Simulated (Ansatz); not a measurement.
# SiPH₃+ (doublet): wave-function methods side by side, cc-pVDZ

How much of the correlation energy of SiPH₃+ (doublet) does each wave-function method recover here?

The runs use Ansatz 0.2.0, Gaussian basis; cc-pVDZ, core rule «outside noble gas», up to 10 orbitals frozen.

To be run: UHF; CCSD(T) on ROHF; CCSD(T) on UHF; BCCD(T) on ROHF; CISD as a restricted active space (open shells left free, so some higher excitations enter); CCSDT(Q) on ROHF; CCSDT(Q) on UHF.

12 further runs of the same task are left out: 3 that didn't finish, 9 set aside as unsound or not needed. Runs told in other sessions of the task aren't counted.

## 1. The geometry

The geometry is a PBE0/def2-TZVP stationary point (not a proven minimum) of the parent state, kept for this charge and spin.

5 atoms, charge 1, spin multiplicity 2.

Atoms are counted from 1 here; the program's logs count them from 0.

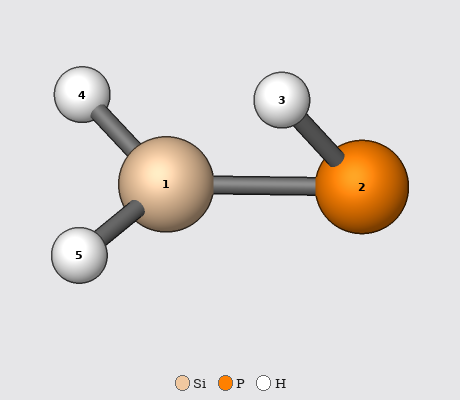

The geometry (silicon light orange, phosphorus orange, hydrogen white); atoms are numbered from 1 in the order of the file.

Coordinates:

```
Si   -0.02817    0.00000    1.01766
P    -0.02153    0.00000   -1.04158
H     1.26265    0.00000   -0.18686
H     0.09192    1.18765    1.91903
H     0.09192   -1.18765    1.91903
```

In the tables R marks a restricted open-shell determinant and U an unrestricted one; energies count from the table's Hartree-Fock row.

## 2. UHF

Contents of in.yaml:

```yaml
crystal:
  periodic: [false, false, false]
  atoms:
    - {symbol: Si, position_ang: [-0.028171, 0.000000, 1.017664]}
    - {symbol: P, position_ang: [-0.021527, 0.000000, -1.041584]}
    - {symbol: H, position_ang: [1.262650, 0.000001, -0.186858]}
    - {symbol: H, position_ang: [0.091917, 1.187655, 1.919027]}
    - {symbol: H, position_ang: [0.091918, -1.187654, 1.919027]}
basis:
  gaussian: {orbitals: cc-pVDZ}
total_charge: 1
magnetization: {spin_polarized: true, initial_magnetization: 1}
hamiltonian: {xc: hf}
output: {orbitals: {seedname: orbitals}}
```

Command:

```
> ansatz run in.yaml --threads 1 --pin off --events-out ev --progress --plain --max-ram 2393MiB
```

Output:

```text
Functional definition: HF
  name "HF"
  cite "Fock, Z. Phys. 61, 126 (1930) doi:10.1007/BF01340294"
  parent pbe
  exchange = exact_x
  correlation = 0
505 factors; integrals over basis functions are off by at most 1.2e-3 eV
mean field evaluation 1: about -17171.3782 eV, gradient 8.5e0 eV
mean field evaluation 2: about -17171.3837 eV, gradient 8.5e0 eV
mean field evaluation 4: about -17172.4364 eV, gradient 1.1e0 eV
mean field evaluation 8: about -17172.4636 eV, gradient 2.5e-3 eV
mean field -17172.46355691 eV, -631.0763958027 hartree, gradient 1.6e-5 eV, S^2 0.767406; 0 other end points of the search recorded, 0 dependent functions left out
reference -17172.46355691 eV, -631.0763958027 hartree; 16, 15 occupied and 35, 36 virtual orbitals, 505 factors
Total energy: -17172.46355691 eV, -631.0763958027 hartree
```

It took 0.45 s on 1 thread of Arm Neoverse V1, shared host.

From the report: ⟨S²⟩ of the determinant 0.767 (pure doublet: 0.75).

## 3. CCSD(T) on ROHF

in.yaml, as its differences from that of step 2:

```diff
@@ -11,4 +11,4 @@
 total_charge: 1
-magnetization: {spin_polarized: true, initial_magnetization: 1}
-hamiltonian: {xc: hf}
-output: {orbitals: {seedname: orbitals}}
+magnetization: {spin_polarized: false, initial_magnetization: 1}
+correlation: {method: ccsd_t, electrons: outside_noble_gas}
+output: {forces: true}
```

Launched as before.

Output (excerpt; [...] marks lines left out):

```text
Functional definition: HF
  name "HF"
  cite "Fock, Z. Phys. 61, 126 (1930) doi:10.1007/BF01340294"
  parent pbe
[...]
505 factors; integrals over basis functions are off by at most 1.2e-3 eV
[...]
mean field -17172.33992955 eV, -631.0718525809 hartree, gradient 1.7e-6 eV, S^2 0.750000; 1 other end points of the search recorded, 0 dependent functions left out
[...]
determinant -17172.33992955 eV, -631.0718525809 hartree, with singles and doubles -17178.51423249 eV, -631.2987540289 hartree
determinant -17169.44781017 eV, -630.9655691541 hartree, with singles and doubles -17175.77724105 eV, -631.1981714487 hartree
10 core orbitals not correlated: weight in the atoms' cores, before any rotation towards them, 1.000 or more for the frozen orbitals, at most 0.000 for the correlated occupied ones
reference -17172.33992955 eV, -631.0718525809 hartree; 6, 5 occupied and 35, 36 virtual orbitals, 505 factors
second order -5.02703162 eV of doubles, -0.07033963 eV of singles
cycle   1  -6.17446770 eV  change   -1.6e-4 eV  update   5.9e-4
[...]
cycle   8  -6.17465640 eV  change    1.3e-6 eV  update   7.2e-7
perturbative correction -0.19654700 eV, -0.0072229691 hartree
[...]
Total energy: -17178.71113295 eV, -631.3059899872 hartree
Atom 0 at    -0.028171     0.000000     1.017664 Å, force    -0.355836     0.000000     3.682654 eV/Å
Atom 1 at    -0.021527     0.000000    -1.041584 Å, force     0.043380    -0.000000    -2.348065 eV/Å
Atom 2 at     1.262650     0.000001    -0.186858 Å, force     0.387710     0.000000    -0.382922 eV/Å
Atom 3 at     0.091917     1.187655     1.919027 Å, force    -0.037627     0.173758    -0.475834 eV/Å
Atom 4 at     0.091918    -1.187654     1.919027 Å, force    -0.037627    -0.173758    -0.475834 eV/Å
Dipole moment:    -0.002398     0.000000     0.274299 e Å
```

Run time: 4.3 s. Hardware: 1 thread of Arm Neoverse V1, shared host.

From the report: correlation -6.3712 eV; T1 0.020; largest double amplitude 0.05.

## 4. CCSD(T) on UHF

in.yaml, as its differences from that of step 3:

```diff
@@ -11,3 +11,3 @@
 total_charge: 1
-magnetization: {spin_polarized: false, initial_magnetization: 1}
+magnetization: {spin_polarized: true, initial_magnetization: 1}
 correlation: {method: ccsd_t, electrons: outside_noble_gas}
```

Launched as before.

Output (excerpt; [...] marks lines left out):

```text
Functional definition: HF
  name "HF"
  cite "Fock, Z. Phys. 61, 126 (1930) doi:10.1007/BF01340294"
  parent pbe
[...]
505 factors; integrals over basis functions are off by at most 1.2e-3 eV
[...]
mean field -17172.46355691 eV, -631.0763958027 hartree, gradient 5.1e-6 eV, S^2 0.767406; 1 other end points of the search recorded, 0 dependent functions left out
determinant -17172.46355691 eV, -631.0763958027 hartree, with singles and doubles -17178.51720167 eV, -631.2988631440 hartree
determinant -17169.63451451 eV, -630.9724304120 hartree, with singles and doubles -17175.78388988 eV, -631.1984157886 hartree
10 core orbitals not correlated: weight in the atoms' cores, before any rotation towards them, 1.000 or more for the frozen orbitals, at most 0.000 for the correlated occupied ones
reference -17172.46355691 eV, -631.0763958027 hartree; 6, 5 occupied and 35, 36 virtual orbitals, 505 factors
second order -4.95817879 eV of doubles, -0.00000000 eV of singles
cycle   1  -6.05381318 eV  change   -1.7e-4 eV  update   6.9e-4
[...]
cycle   8  -6.05405992 eV  change    2.4e-6 eV  update   1.2e-6
perturbative correction -0.19314154 eV, -0.0070978205 hartree
[...]
Total energy: -17178.71075837 eV, -631.3059762218 hartree
Atom 0 at    -0.028171     0.000000     1.017664 Å, force    -0.355917     0.000000     3.682465 eV/Å
Atom 1 at    -0.021527     0.000000    -1.041584 Å, force     0.043806    -0.000000    -2.346729 eV/Å
Atom 2 at     1.262650     0.000001    -0.186858 Å, force     0.387573     0.000000    -0.383578 eV/Å
Atom 3 at     0.091917     1.187655     1.919027 Å, force    -0.037731     0.173619    -0.476079 eV/Å
Atom 4 at     0.091918    -1.187654     1.919027 Å, force    -0.037731    -0.173619    -0.476079 eV/Å
Dipole moment:    -0.002431     0.000000     0.274339 e Å
```

Wall time 4.5 s (1 thread of Arm Neoverse V1, shared host).

From the report: ⟨S²⟩ of the determinant 0.767 (pure doublet: 0.75); correlation -6.2472 eV; T1 0.017; largest double amplitude 0.05.

## 5. BCCD(T) on ROHF

in.yaml, as its differences from that of step 4:

```diff
@@ -11,4 +11,3 @@
 total_charge: 1
-magnetization: {spin_polarized: true, initial_magnetization: 1}
-correlation: {method: ccsd_t, electrons: outside_noble_gas}
-output: {forces: true}
+magnetization: {spin_polarized: false, initial_magnetization: 1}
+correlation: {method: bccd_t, electrons: outside_noble_gas}
```

Same command.

Output (excerpt; [...] marks lines left out):

```text
Functional definition: HF
  name "HF"
  cite "Fock, Z. Phys. 61, 126 (1930) doi:10.1007/BF01340294"
  parent pbe
[...]
505 factors; integrals over basis functions are off by at most 1.2e-3 eV
[...]
mean field -17172.33992955 eV, -631.0718525809 hartree, gradient 1.7e-6 eV, S^2 0.750000; 1 other end points of the search recorded, 0 dependent functions left out
[...]
determinant -17172.33992955 eV, -631.0718525809 hartree, with singles and doubles -17178.51423249 eV, -631.2987540289 hartree
determinant -17169.44781017 eV, -630.9655691541 hartree, with singles and doubles -17175.77724105 eV, -631.1981714487 hartree
10 core orbitals not correlated: weight in the atoms' cores, before any rotation towards them, 1.000 or more for the frozen orbitals, at most 0.000 for the correlated occupied ones
reference -17172.33992955 eV, -631.0718525809 hartree; 6, 5 occupied and 35, 36 virtual orbitals, 505 factors
second order -5.02703162 eV of doubles, -0.07033963 eV of singles
cycle   1  -6.17005431 eV  change    4.2e-3 eV  update   4.3e-3
[...]
cycle   8  -6.16836115 eV  change    9.9e-7 eV  update   8.3e-6
perturbative correction -0.20377733 eV, -0.0074886787 hartree
Total energy: -17178.71206802 eV, -631.3060243506 hartree
```

Run time: 2.4 s. Hardware: 1 thread of Arm Neoverse V1, shared host.

From the report: correlation -6.3721 eV; largest double amplitude 0.04.

## 6. CISD as a restricted active space (open shells left free, so some higher excitations enter)

in.yaml, as its differences from that of step 5:

```diff
@@ -12,2 +12,2 @@
 magnetization: {spin_polarized: false, initial_magnetization: 1}
-correlation: {method: bccd_t, electrons: outside_noble_gas}
+correlation: {active_space: {ras: {orbitals: [5, 1, 35], electrons: 11, max_holes: 2, max_particles: 2}, fixed_orbitals: true}}
```

Launched as before.

Output:

```text
Functional definition: HF
  name "HF"
  cite "Fock, Z. Phys. 61, 126 (1930) doi:10.1007/BF01340294"
  parent pbe
  exchange = exact_x
  correlation = 0
505 factors; integrals over basis functions are off by at most 1.2e-3 eV
mean field evaluation 1: about -17171.3606 eV, gradient 1.1e1 eV
mean field evaluation 2: about -17171.3661 eV, gradient 1.1e1 eV
mean field evaluation 4: about -17172.3287 eV, gradient 1.4e0 eV
mean field evaluation 8: about -17172.3399 eV, gradient 6.6e-4 eV
mean field -17172.33992955 eV, -631.0718525809 hartree, gradient 1.7e-6 eV, S^2 0.750000; 0 other end points of the search recorded, 0 dependent functions left out
reference -17172.33992955 eV, -631.0718525809 hartree; 16, 15 occupied and 35, 36 virtual orbitals, 505 factors
state -17178.00293506 eV, -631.2799641950 hartree
Total energy: -17178.00293506 eV, -631.2799641950 hartree
```

It took 3.1 s on 1 thread of Arm Neoverse V1, shared host.

From the report: 40,952 determinants.

## 7. CCSDT(Q) on ROHF

in.yaml, as its differences from that of step 6:

```diff
@@ -12,2 +12,2 @@
 magnetization: {spin_polarized: false, initial_magnetization: 1}
-correlation: {active_space: {ras: {orbitals: [5, 1, 35], electrons: 11, max_holes: 2, max_particles: 2}, fixed_orbitals: true}}
+correlation: {method: ccsdt_q, electrons: outside_noble_gas}
```

The command is unchanged.

Output (excerpt; [...] marks lines left out):

```text
Functional definition: HF
  name "HF"
  cite "Fock, Z. Phys. 61, 126 (1930) doi:10.1007/BF01340294"
  parent pbe
[...]
985 factors; integrals over basis functions are off by at most 1.3e-7 eV
[...]
mean field -17172.33997368 eV, -631.0718542026 hartree, gradient 1.7e-6 eV, S^2 0.750000; 1 other end points of the search recorded, 0 dependent functions left out
[...]
determinant -17172.33997368 eV, -631.0718542026 hartree, with singles and doubles -17178.51427293 eV, -631.2987555150 hartree
determinant -17169.44786239 eV, -630.9655710731 hartree, with singles and doubles -17175.77729146 eV, -631.1981733010 hartree
10 core orbitals not correlated: weight in the atoms' cores, before any rotation towards them, 1.000 or more for the frozen orbitals, at most 0.000 for the correlated occupied ones
reference -17172.33997368 eV, -631.0718542026 hartree; 6, 5 occupied and 35, 36 virtual orbitals, 985 factors
second order -5.02707846 eV of doubles, -0.07033959 eV of singles
cycle   1  -5.86889002 eV  change   -7.7e-1 eV  update   8.2e-2
[...]
cycle  17  -6.40631734 eV  change    8.9e-8 eV  update   7.6e-7
perturbative correction -0.01030195 eV, -0.0003785897 hartree
Total energy: -17178.75659297 eV, -631.3076606121 hartree
```

Run time: 35 s. Hardware: 1 thread of Arm Neoverse V1, shared host; peak memory 0.52 GiB.

From the report: correlation -6.4166 eV; T1 0.021; largest double amplitude 0.05.

## 8. CCSDT(Q) on UHF

in.yaml, as its differences from that of step 7:

```diff
@@ -11,3 +11,3 @@
 total_charge: 1
-magnetization: {spin_polarized: false, initial_magnetization: 1}
+magnetization: {spin_polarized: true, initial_magnetization: 1}
 correlation: {method: ccsdt_q, electrons: outside_noble_gas}
```

Launched as before.

Output (excerpt; [...] marks lines left out):

```text
Functional definition: HF
  name "HF"
  cite "Fock, Z. Phys. 61, 126 (1930) doi:10.1007/BF01340294"
  parent pbe
[...]
985 factors; integrals over basis functions are off by at most 1.3e-7 eV
[...]
mean field -17172.46360123 eV, -631.0763974314 hartree, gradient 4.6e-6 eV, S^2 0.767406; 1 other end points of the search recorded, 0 dependent functions left out
determinant -17172.46360123 eV, -631.0763974314 hartree, with singles and doubles -17178.51724164 eV, -631.2988646130 hartree
determinant -17169.63456780 eV, -630.9724323702 hartree, with singles and doubles -17175.78393825 eV, -631.1984175661 hartree
10 core orbitals not correlated: weight in the atoms' cores, before any rotation towards them, 1.000 or more for the frozen orbitals, at most 0.000 for the correlated occupied ones
reference -17172.46360123 eV, -631.0763974314 hartree; 6, 5 occupied and 35, 36 virtual orbitals, 985 factors
second order -4.95822511 eV of doubles, -0.00000000 eV of singles
cycle   1  -5.73137574 eV  change   -7.7e-1 eV  update   8.3e-2
[...]
cycle  17  -6.28299709 eV  change    3.5e-7 eV  update   8.0e-7
perturbative correction -0.01066378 eV, -0.0003918866 hartree
Total energy: -17178.75726210 eV, -631.3076852023 hartree
```

Run time: 30 s. Hardware: 1 thread of Arm Neoverse V1, shared host; peak memory 0.42 GiB.

From the report: ⟨S²⟩ of the determinant 0.767 (pure doublet: 0.75); correlation -6.2937 eV; T1 0.018; largest double amplitude 0.05.

## 9. All levels against the top one

The yardstick is UCCSDT(Q), where the cluster series has nearly closed. Rows without a time are mean-field rows or come out of runs for another level: lower rungs of the coupled-cluster runs, or the Hartree-Fock search. The times of RCCSD(T), UCCSD(T) include forces.

Differences are taken before rounding.

```tsv
method	energy from the lowest ROHF (kJ/mol)	from UCCSDT(Q) (kJ/mol)	time
ROHF	0.0	+619.2	
UHF	-11.9	+607.3	
RMP2	-491.8	+127.4	
UMP2	-490.3	+128.9	
CISD	-546.4	+72.8	3.1 s
RCCSD	-595.8	+23.4	
UCCSD	-596.1	+23.1	
RCCSD(T)	-614.7	+4.5	4.3 s
UCCSD(T)	-614.7	+4.5	4.5 s
BCCD(T)	-614.8	+4.4	2.4 s
RCCSDT	-618.1	+1.1	
UCCSDT	-618.1	+1.0	
RCCSDT(Q)	-619.1	+0.1	35 s
UCCSDT(Q)	-619.2	0	30 s
```

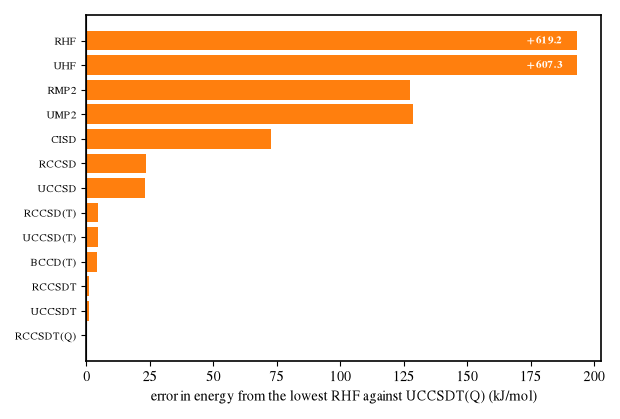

Error of each method against UCCSDT(Q). Bars with a number in them are cut short.

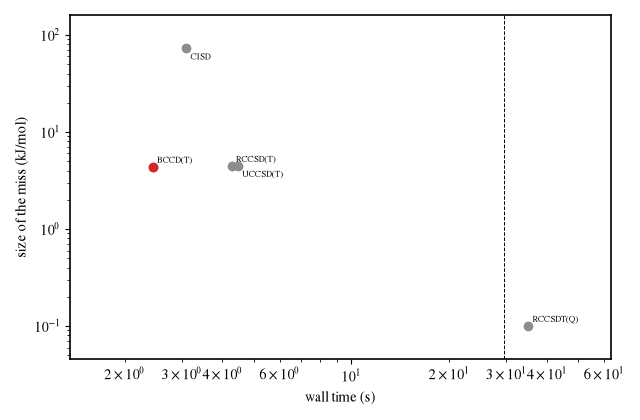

Accuracy for the time spent; red marks the levels that beat every quicker one drawn (of those quicker than the yardstick), and the dashed line is the time of UCCSDT(Q). Misses under 0.1 kJ/mol are drawn at that value. Times are from a shared host.

## 10. Outcome

```
                         quantity                      value
    UCCSDT(Q) from the ROHF energy                 -6.4173 eV
              RMP2 from UCCSDT(Q)              +127.4 kJ/mol
              UMP2 from UCCSDT(Q)              +128.9 kJ/mol
             RCCSD from UCCSDT(Q)               +23.4 kJ/mol
          RCCSD(T) from UCCSDT(Q)                +4.5 kJ/mol
          UCCSD(T) from UCCSDT(Q)                +4.5 kJ/mol
         RCCSDT(Q) from UCCSDT(Q)                +0.1 kJ/mol
levels within 1 kcal/mol (43 meV)  RCCSDT, UCCSDT, RCCSDT(Q)
                    T1 diagnostic                      0.020
```

**Reading.** RCCSD(T) misses by +4.5 kJ/mol, 0.7 % of the correlation energy. These misses are within one basis, not against nature; the frozen cores of restricted and unrestricted runs differ, which can shift their rows.

With open shells the CI space here admits some higher excitations, so it is larger than plain CISD.

BCCD(T) reaches 4.4 kJ/mol from the reference in 2.4 s, where UCCSDT(Q) took 30 s.
